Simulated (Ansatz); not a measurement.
# Force difference against the spacing of support functions in Σ13 (111) twist boundary in Si (156 atoms)

The cell holds 156 atoms: 156 Si. Its edges and angles: a = 13.846 Å, b = 13.846 Å, c = 18.565 Å, α = 90.0°, β = 90.0°, γ = 120.0°. It derives from Si (diamond-structure). Diamond-structure Si (a = 5.431 Å); two grains turned against each other by 27.80 deg about [111]; 1 x 1 coincidence cells, 1 lattice periods a grain, two boundaries a cell, upper grain shifted by [0.67, 0.586] of the boundary cell and opened by 0 Å, one atom of each pair nearer than 1.293 Å removed; annealed from 600 K for 3 ps and minimised with a classical potential (one cell length free). Regions: lower grain, 78 atoms (78 Si); upper grain, 78 atoms (78 Si).

Calculated with Ansatz 0.2.0: Kohn-Sham DFT, PBE, PAW (set soft_2), localised support functions (medium), with the spacing typed; the reference is Kohn-Sham DFT, PBE, PAW (set soft_2), plane waves, cutoff 420 eV, Γ point, fermi-dirac smearing of 0.025 eV, with an r.m.s. force component of 0.161 eV/Å.

| spacing (Å) | r.m.s. force difference (meV/Å) | time |
| --- | --- | --- |
| 0.206 | 0.626 | 3.5 min |
| 0.231 | ? | ? |
| 0.296 | 0.753 | 1.8 min |
| 0.334 | 1.554 | 1.7 min |
| 0.386 | 4.011 | 86 s |

Task: Fit a power law of the spacing to the rows given and interpolate to the withheld row.

**Working.**

A power law y = A x^b is a line in u = ln x and v = ln y.

```
 u = ln x   v = ln y
 -1.57988  -0.468405
 -1.21740  -0.283690
 -1.09661   0.440832
-0.951918    1.38904
```

With n = 4: mean u = -1.21145, mean v = 0.269444, Σ(u − ū)² = 0.21632, Σ(u − ū)(v − v̄) = 0.58539. Slope b = 0.58539 / 0.21632 = 2.7061; intercept a = v̄ − b ū = 3.5478.

At the withheld row u = -1.465, v = a + b u = -0.4176, and y = exp(v).

Prediction at 0.231: 0.6586 meV/Å. The run gave 0.639 meV/Å, so the fit is high by 0.020 meV/Å (3.1 % of the value).

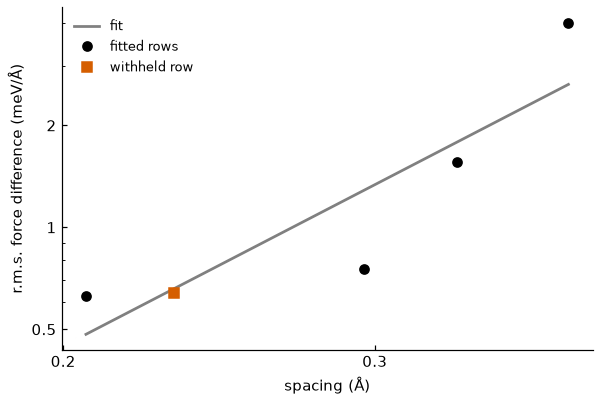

The fit, the rows that it rests on and the withheld row.

The fitted exponent is 2.7. Between neighbouring rows, the withheld one included, the exponents are 0.18, 0.66, 6.0 and 6.6, so one power law doesn't hold over the range: the values level off at a floor. Among the rows given, the largest relative miss of the fit is at 0.296, by 0.54 meV/Å (71 %).

Limits: The difference holds the reference's own basis error, which sets a floor under it.

[Logs are printed without paths, hosts, clocks, repeated set-up lines and the standing remarks that a program may print on its own settings, such as how far it seeks lower states.]

[Hosts, paths, dates, database ids (printed as entryN), source tags and the programs' standing remarks are cut or masked in the printed files.]
